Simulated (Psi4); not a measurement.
**triplet Si3H8: levels of theory compared**

We compute a comparison of 3 runs (UB3LYP/6-31G*, UPBE0/6-31G*, UTPSS/6-31G*) of triplet Si3H8. 

The results are computed with Psi4 1.11.

## 1. The structure to begin with

Si3H8 has 11 atoms, charge 0, and is taken as a triplet. SMILES of the parent species: `[SiH3][SiH2][SiH3]`. The coordinates come from a PBE0-D4/def2-TZVP relaxation. That shape belongs to the parent species and isn't relaxed for this state.

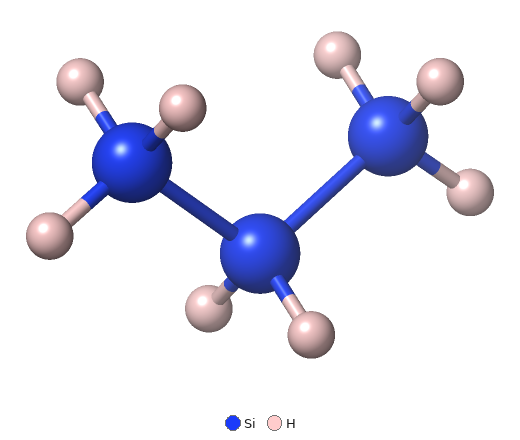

The structure, seen from a chosen angle (silicon blue, hydrogen pink).

## 2. Energy and forces at UB3LYP/6-31G(d) (spherical functions) (run 1)

input.dat reads:

```
memory 2.2 GB

molecule {
  0 3
  Si    -2.44260330     2.58274539    -0.99261644
  Si    -0.87413061    -1.52557590    -0.55996365
  Si     3.08390075    -1.46340391     1.40359408
  H     -4.96213734     2.58461622    -2.23955222
  H     -0.66901974     4.12043443    -2.53992419
  H     -2.68821100     3.77962232     1.53944649
  H     -0.64893195    -2.72150798    -3.09945320
  H     -2.66523193    -3.06286810     0.97583567
  H      2.86473032    -0.29279417     3.95034018
  H      4.88271216     0.06005550    -0.12859586
  H      4.11886596    -4.06132380     1.69087024
  units au
  symmetry c1
}

set globals {
  basis                6-31G*
  reference            uks
  puream               true
  e_convergence        1e-09
  d_convergence        1e-08
  scf_type             pk
  dft_radial_points    99
  dft_spherical_points 590
  maxiter              100
}

energy_value, wavefunction = gradient('b3lyp', return_wfn=True)
oeprop(wavefunction, 'LOWDIN_CHARGES', 'MULLIKEN_CHARGES', 'MAYER_INDICES', title='B3LYP')
```

On the command line:

```console
$ psi4 -i input.dat -o output.dat -n 1
```

output.dat:

```text
[...]
  Running in c1 symmetry.
[...]
  Nuclear repulsion =  193.117837226625369
[...]
  Multiplicity = 3
[...]
  Nalpha       = 26
  Nbeta        = 24
[...]
    Number of basis functions: 70
[...]
   @UKS iter   1:  -872.98428196426028   -3.26480e-01   3.71373e-03 DIIS/ADIIS
[...]
   @UKS iter  13:  -873.05056843828709   -1.20508e-11   9.52663e-09 DIIS
[...]
   @S^2 Observed:                2.003606439E+00
[...]
  @UKS Final Energy:  -873.05056843828709
   => Energetics <=
    Nuclear Repulsion Energy =            193.1178372266253689
    One-Electron Energy =               -1592.3136558323697045
    Two-Electron Energy =                 579.1287233764969642
    DFT Exchange-Correlation Energy =     -52.9834732090396940
    Empirical Dispersion Energy =           0.0000000000000000
    VV10 Nonlocal Energy =                  0.0000000000000000
    Total Energy =                       -873.0505684382870868
[...]
 Multipole Moments:
 ------------------------------------------------------------------------------------
     Multipole            Electronic (a.u.)      Nuclear  (a.u.)        Total (a.u.)
 ------------------------------------------------------------------------------------
 L = 1.  Multiply by 2.5417464519 to convert [e a0] to [Debye]
 Dipole X            :         -0.4013888            0.3860525           -0.0153362
 Dipole Y            :         -0.7004973            0.6736078           -0.0268895
 Dipole Z            :         -0.2570849            0.2470364           -0.0100485
 Magnitude           :                                                    0.0325456
[...]
  -Total Gradient:
     Atom            X                  Y                   Z
    ------   -----------------  -----------------  -----------------
       1        0.015298560951    -0.023970199686     0.005596696672
       2        0.006254321806     0.010874236672     0.003925619624
       3       -0.025595627062     0.005989817604    -0.012195421780
       4        0.015084476059    -0.011850535845     0.006468444477
       5       -0.001964978145     0.005737095938     0.001189290373
       6       -0.000621078861     0.005969707980    -0.001499445889
       7       -0.001913557801    -0.002839134814    -0.000392056222
       8       -0.001285108973    -0.002737124366    -0.001642433152
       9        0.005923162601     0.001165013129     0.001349648037
      10        0.004580877762     0.000952607543     0.004038645828
      11       -0.015761109187     0.010708422106    -0.006838998527
[...]
```

Wall time 41 s (1 thread of AMD EPYC 7R43 (Zen 3), shared host); peak memory 1.3 GiB.

## 3. The energy at UPBE0/6-31G(d) (spherical functions) (run 2)

job.json reads:

```json
{
 "schema_name": "qcschema_input",
 "schema_version": 1,
 "molecule": {
  "schema_name": "qcschema_molecule",
  "schema_version": 2,
  "symbols": ["Si", "Si", "Si", "H", "H", "H", "H", "H", "H", "H", "H"],
  "geometry": [-2.4426033, 2.58274539, -0.99261644, -0.87413061, -1.5255759, -0.55996365, 3.08390075, -1.46340391, 1.40359408, -4.96213734, 2.58461622, -2.23955222, -0.66901974, 4.12043443, -2.53992419, -2.688211, 3.77962232, 1.53944649, -0.64893195, -2.72150798, -3.0994532, -2.66523193, -3.0628681, 0.97583567, 2.86473032, -0.29279417, 3.95034018, 4.88271216, 0.0600555, -0.12859586, 4.11886596, -4.0613238, 1.69087024],
  "molecular_charge": 0,
  "molecular_multiplicity": 3,
  "fix_symmetry": "c1"
 },
 "driver": "energy",
 "model": {
  "method": "pbe0",
  "basis": "6-31G*"
 },
 "keywords": {
  "reference": "uks",
  "puream": true,
  "e_convergence": 1e-09,
  "d_convergence": 1e-08,
  "scf_type": "pk",
  "dft_radial_points": 99,
  "dft_spherical_points": 590,
  "maxiter": 100
 }
}
```

On the command line:

```console
$ psi4 --qcschema job.json -n 1 --memory 2200MB
```

stdout:

```text
[...]
  Running in c1 symmetry.
[...]
  Nuclear repulsion =  193.117837226625369
[...]
  Multiplicity = 3
[...]
  Nalpha       = 26
  Nbeta        = 24
[...]
    Number of basis functions: 70
[...]
   @UKS iter   1:  -872.55705622821699   -3.23700e-01   3.35638e-03 ADIIS/DIIS
[...]
   @UKS iter  14:  -872.60985798052388   -4.09273e-12   6.62304e-09 DIIS
[...]
   @S^2 Observed:                2.004554773E+00
[...]
    Orbital Energies [Eh]
    ---------------------
    Alpha Occupied:
       1A    -66.269854     2A    -66.253789     3A    -66.253779
       4A     -5.357789     5A     -5.343092     6A     -5.343073
       7A     -3.696663     8A     -3.688165     9A     -3.687974
      10A     -3.679654    11A     -3.679646    12A     -3.674217
      13A     -3.674215    14A     -3.674125    15A     -3.674122
      16A     -0.628861    17A     -0.573004    18A     -0.520565
      19A     -0.400177    20A     -0.389204    21A     -0.375627
      22A     -0.371389    23A     -0.360121    24A     -0.345050
      25A     -0.340606    26A     -0.074094
    Alpha Virtual:
[...]
  @UKS Final Energy:  -872.60985798052388
   => Energetics <=
    Nuclear Repulsion Energy =            193.1178372266253689
    One-Electron Energy =               -1592.4583149680120187
    Two-Electron Energy =                 576.0753713855186788
    DFT Exchange-Correlation Energy =     -49.3447516246559488
    Empirical Dispersion Energy =           0.0000000000000000
    VV10 Nonlocal Energy =                  0.0000000000000000
    Total Energy =                       -872.6098579805238842
[...]
 Multipole Moments:
 ------------------------------------------------------------------------------------
     Multipole            Electronic (a.u.)      Nuclear  (a.u.)        Total (a.u.)
 ------------------------------------------------------------------------------------
 L = 1.  Multiply by 2.5417464519 to convert [e a0] to [Debye]
 Dipole X            :         -0.3962967            0.3860525           -0.0102442
 Dipole Y            :         -0.6915969            0.6736078           -0.0179891
 Dipole Z            :         -0.2538127            0.2470364           -0.0067763
 Magnitude           :                                                    0.0217823
[...]
```

The result, in JSON:

```text
{
 "driver": "energy",
 "model": {
  "method": "pbe0",
  "basis": "6-31G*"
 },
 "success": true,
 "return_result": -872.6098579805239,
 "properties": {
  "calcinfo_nbasis": 70,
  "calcinfo_nmo": 70,
  "calcinfo_nalpha": 26,
  "calcinfo_nbeta": 24,
  "calcinfo_natom": 11,
  "nuclear_repulsion_energy": 193.11783722662537,
  "return_energy": -872.6098579805239,
  "scf_one_electron_energy": -1592.458314968012,
  "scf_two_electron_energy": 576.0753713855187,
  "scf_xc_energy": -49.34475162465595,
  "scf_dipole_moment": [-0.010244210804333242, -0.017989073332590255, -0.006776323419696917],
  "scf_total_energy": -872.6098579805239,
  "scf_iterations": 14
 }
}
```

Run time: 34 s. Hardware: 1 thread of AMD EPYC 7R43 (Zen 3), shared host; peak memory 1.3 GiB.

## 4. Energy and gradient at UTPSS/6-31G(d) (spherical functions) (run 3)

h8si3.py reads:

```python
import psi4

psi4.set_memory(2200000000)
psi4.set_num_threads(1)
psi4.set_output_file('run.log', False)

mol = psi4.geometry("""
0 3
Si    -2.44260330     2.58274539    -0.99261644
Si    -0.87413061    -1.52557590    -0.55996365
Si     3.08390075    -1.46340391     1.40359408
H     -4.96213734     2.58461622    -2.23955222
H     -0.66901974     4.12043443    -2.53992419
H     -2.68821100     3.77962232     1.53944649
H     -0.64893195    -2.72150798    -3.09945320
H     -2.66523193    -3.06286810     0.97583567
H      2.86473032    -0.29279417     3.95034018
H      4.88271216     0.06005550    -0.12859586
H      4.11886596    -4.06132380     1.69087024
units au
symmetry c1
no_reorient
no_com
""")

options = {'reference': 'uks', 'puream': True, 'e_convergence': 1e-09, 'd_convergence': 1e-08, 'scf_type': 'pk', 'dft_radial_points': 99, 'dft_spherical_points': 590, 'maxiter': 100}
psi4.set_options(options)

E, wfn = psi4.gradient("tpss/6-31G*", molecule=mol, return_wfn=True)
psi4.oeprop(wfn, "LOWDIN_CHARGES", "WIBERG_LOWDIN_INDICES", "QUADRUPOLE", title="TPSS")
print('gradient / Eh bohr^-1')
print(E.np.round(6))
print(f'energy = {wfn.energy():.10f} Eh')
```

On the command line:

```console
$ python h8si3.py
```

run.log:

```text
[...]
  Running in c1 symmetry.
[...]
  Nuclear repulsion =  193.117837226625340
[...]
  Multiplicity = 3
[...]
  Nalpha       = 26
  Nbeta        = 24
[...]
    Number of basis functions: 70
[...]
   @UKS iter   1:  -873.00085024517330   -2.76186e-01   3.95664e-03 DIIS/ADIIS
[...]
   @UKS iter  13:  -873.07675420280918   -5.79803e-12   7.99586e-09 DIIS
[...]
   @S^2 Observed:                2.004161105E+00
[...]
    Orbital Energies [Eh]
    ---------------------
    Alpha Occupied:
       1A    -65.699377     2A    -65.683405     3A    -65.683395
       4A     -5.138594     5A     -5.124159     6A     -5.124138
       7A     -3.518935     8A     -3.510643     9A     -3.510109
      10A     -3.502162    11A     -3.502154    12A     -3.496800
      13A     -3.496796    14A     -3.496569    15A     -3.496567
      16A     -0.563623    17A     -0.513035    18A     -0.466277
      19A     -0.357802    20A     -0.346549    21A     -0.335407
      22A     -0.331219    23A     -0.321535    24A     -0.307136
      25A     -0.298205    26A     -0.051319
    Alpha Virtual:
[...]
  @UKS Final Energy:  -873.07675420280918
   => Energetics <=
    Nuclear Repulsion Energy =            193.1178372266253405
    One-Electron Energy =               -1592.3256376340295901
    Two-Electron Energy =                 591.9005920817810420
    DFT Exchange-Correlation Energy =     -65.7695458771860189
    Empirical Dispersion Energy =           0.0000000000000000
    VV10 Nonlocal Energy =                  0.0000000000000000
    Total Energy =                       -873.0767542028091839
[...]
  -Total Gradient:
     Atom            X                  Y                   Z
    ------   -----------------  -----------------  -----------------
       1        0.009535644867    -0.017782258156     0.003269018522
       2        0.003681130197     0.006375711136     0.002266031657
       3       -0.018243930759     0.002578519876    -0.008844925912
       4        0.015910601337    -0.012087773238     0.006853331887
       5       -0.001287768949     0.005773523420     0.001606906890
       6        0.000127367842     0.006014446700    -0.001209620701
       7       -0.002319747422    -0.003073402876     0.000146138114
       8       -0.001098083367    -0.002879629378    -0.002311460577
       9        0.005698335701     0.001922404233     0.001222048856
      10        0.004287005793     0.001696697533     0.004039498127
      11       -0.016290504490     0.011461871619    -0.007036892498
[...]
```

Standard output:

```text
gradient / Eh bohr^-1
[[ 0.009536 -0.017782  0.003269]
 [ 0.003681  0.006376  0.002266]
 [-0.018244  0.002579 -0.008845]
 [ 0.015911 -0.012088  0.006853]
 [-0.001288  0.005774  0.001607]
 [ 0.000127  0.006014 -0.00121 ]
 [-0.00232  -0.003073  0.000146]
 [-0.001098 -0.00288  -0.002311]
 [ 0.005698  0.001922  0.001222]
 [ 0.004287  0.001697  0.004039]
 [-0.016291  0.011462 -0.007037]]
energy = -873.0767542028 Eh
```

Wall time 1.8 min (1 thread of AMD EPYC 7R43 (Zen 3), shared host); peak memory 1.5 GiB.

## 5. The series

```
run                                level      task  energy (Eh)  dipole moment (D)  HOMO energy (eV)   ⟨S²⟩  wall time
  1  UB3LYP/6-31G* (spherical functions)  gradient  -873.050568               0.08             -1.81  2.004       41 s
  2   UPBE0/6-31G* (spherical functions)    energy  -872.609858               0.06             -2.02  2.005       34 s
  3   UTPSS/6-31G* (spherical functions)  gradient  -873.076754               0.13             -1.40  2.004    1.8 min
```

## 6. Results

| quantity | value |
| --- | --- |
| run 3: total energy | -873.07675 Eh |
| run 3: dipole moment | 0.13 D |
| run 3: HOMO energy (highest over α and β) | -1.40 eV |
| run 3: ⟨S²⟩ | 2.004 |
| run 3: largest force on an atom | 1.086 eV/Å |

What this shows: The dipole moment (its size) runs from 0.06 D (UPBE0/6-31G*) to 0.13 D (UTPSS/6-31G*). Totals of different functionals can't be ranked against each other. All runs together took 3.1 min, the longest 1.8 min.
